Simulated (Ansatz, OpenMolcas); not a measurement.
How methods differ on AlH3 (SMILES [H][Al]([H])[H])

AlH3 has 4 atoms, charge 0, and is taken as a singlet. SMILES: `[H][Al]([H])[H]`. The shape comes from GFN2-xTB, which is rough for such elements, and wasn't checked as a minimum.

Each level gives the vertical energy of the triplet above the singlet (eV). The values are calculated.

```tsv
level	kind	program	value (eV)	less FCI/6-31G*	CPU time (all runs)
HF/6-31G* (spherical functions)	Hartree–Fock	Ansatz	5.30	+0.17	0.4 s
SVWN5/6-31G* (spherical functions)	LDA	Ansatz	4.62	-0.51	2.3 s
revPBE/6-31G* (spherical functions)	GGA	Ansatz	4.68	-0.45	4 s
B3LYP/6-31G* (spherical functions)	global hybrid	Ansatz	5.08	-0.05	4.7 s
CAM-B3LYP/6-31G* (spherical functions)	range-separated hybrid	Ansatz	5.27	+0.14	6.9 s
B2PLYP/6-31G* (spherical functions)	double hybrid	Ansatz	5.25	+0.12	4.8 s
CCSD(T)/6-31G* (spherical functions)	coupled cluster or CI	Ansatz	5.14	+0.01	0.52 s
CCSDT/6-31G* (spherical functions)	coupled cluster or CI	Ansatz	5.13	0.00	1.3 s
FCI/3-21G, open shells restricted	exact in the basis	OpenMolcas	5.06	-0.07	8.3 s
FCI/6-31G* (spherical functions)	exact in the basis	Ansatz	5.13	0.00	10 s
```

FCI/6-31G* (spherical functions) is exact within its basis and frozen core, so for wave-function methods in that basis the difference is their error; functionals converge differently with the basis, so for them it is only a difference. The values span 4.62 to 5.30 eV. A triplet this far above the singlet is often a Rydberg-like or dissociative state; sets without diffuse functions put Rydberg states too high. High-level rows in very small sets aren't better than simpler rows in larger ones. CPU times are rough (shared hosts, several kinds of processor): they show what a rung costs within a factor of a few.

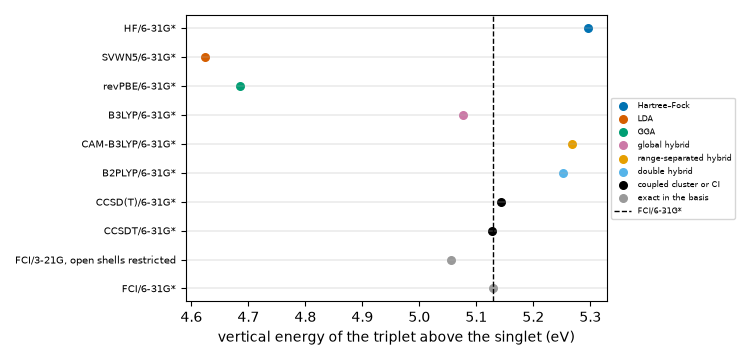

The values of the table, level by level.
